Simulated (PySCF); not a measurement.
# PH2F (phosphinous fluoride(8ci,9ci)) at B3LYP/STO-3G

What is the energy change on altering one bond length of PH2F (phosphinous fluoride(8ci,9ci)) at B3LYP/STO-3G? The job is set up through a Python script.

Program for the calculation: PySCF 2.14.0.

10 further runs of the same task are left out: 1 that didn't finish, 9 set aside as unsound or not needed.

**1. The molecule**

PH2F has 4 atoms, charge 0, and is taken as a singlet. As SMILES, `FP`. The coordinates come from a GFN2-xTB relaxation.

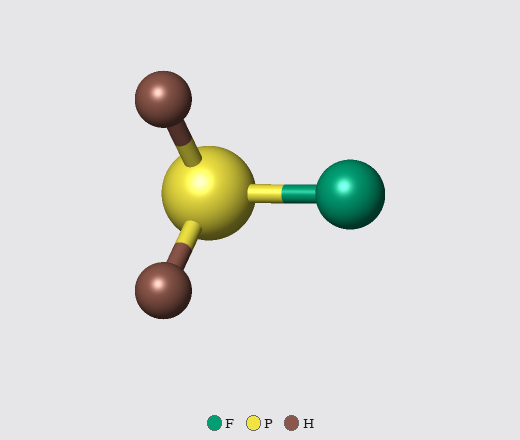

Viewed from a chosen angle; fluorine teal, phosphorus yellow, hydrogen brown.

**2. The energy at B3LYP/STO-3G**

Contents of job.py:

```python
from pyscf import gto, dft

system = gto.M(
    atom=[
    ('F', (1.160540, 0.668850, -0.222660)),
    ('P', (-0.072030, -0.369080, -0.479670)),
    ('H', (-1.053910, 0.574260, -0.129560)),
    ('H', (-0.034600, -0.874030, 0.831900)),
],
    charge=0,
    max_memory=1860,
    verbose=3,
    basis='sto-3g',
    spin=0,
)

mf = dft.RKS(system)
mf.xc = 'b3lyp'
mf.conv_tol = 1e-10
mf.grids.level = 5
mf.kernel()
if not mf.converged:
    mf = mf.newton().run(mf.mo_coeff, mf.mo_occ)

etot = mf.e_tot
print('E(%s) = %.9f' % ('B3LYP', etot))
```

The run is started by

```sh
$ OMP_NUM_THREADS=1 python job.py
```

The program printed:

```text
converged SCF energy = -437.039159808661
E(B3LYP) = -437.039159809
```

Run time: 1.8 s. Hardware: 1 thread of Arm Neoverse V2, shared host; peak memory 0.18 GiB.

**3. The distorted shape**

Contents of calc.py:

```python
from pyscf import gto, dft

system = gto.Mole()
system.atom = [
    ('F', (1.776815, 1.187807, -0.094157)),
    ('P', (-0.072030, -0.369080, -0.479670)),
    ('H', (-1.053910, 0.574260, -0.129560)),
    ('H', (-0.034600, -0.874030, 0.831900)),
]
system.charge = 0
system.max_memory = 1860
system.verbose = 3
system.basis = 'sto-3g'
system.spin = 0
system.build()

mf = dft.RKS(system, xc='b3lyp')
mf.conv_tol = 1e-10
mf.grids.level = 5
mf.kernel()
if not mf.converged:
    mf = mf.newton().run(mf.mo_coeff, mf.mo_occ)

e_tot = mf.e_tot
print('Final energy', e_tot)
```

The run is started by

```sh
$ OMP_NUM_THREADS=1 python calc.py
```

The program printed:

```text
converged SCF energy = -436.913636522747
Final energy -436.9136365227473
```

Wall time 2.7 s (1 thread of Arm Neoverse V2, shared host); peak memory 0.18 GiB.

**4. Results**

Level: B3LYP/STO-3G.

| quantity | value |
| --- | --- |
| first shape: total energy | -437.03916 Eh |
| first shape: dipole moment | 0.67 D |
| first shape: HOMO energy | -3.71 eV |
| first shape: LUMO energy | 5.74 eV |
| first shape: HOMO–LUMO gap | 9.46 eV |
| distorted shape: total energy | -436.91364 Eh |
| distorted shape: dipole moment | 1.54 D |
| distorted shape: HOMO energy | -3.50 eV |
| distorted shape: LUMO energy | 0.00 eV |
| distorted shape: HOMO–LUMO gap | 3.50 eV |
| energy change with the F1–P2 bond stretched from 1.632 to 2.448 Å | 3.416 eV |

One bond (distorted shape) is far stretched, which a spin-restricted single reference describes badly; a broken-symmetry solution may lie lower. With the F1–P2 bond stretched from 1.632 to 2.448 Å the energy rises by 3.42 eV (330 kJ/mol). The first shape isn't relaxed at this level, so the change isn't measured from a minimum. A restricted reference can't describe the breaking bond well at this length. The minimal basis adds a large error of its own.
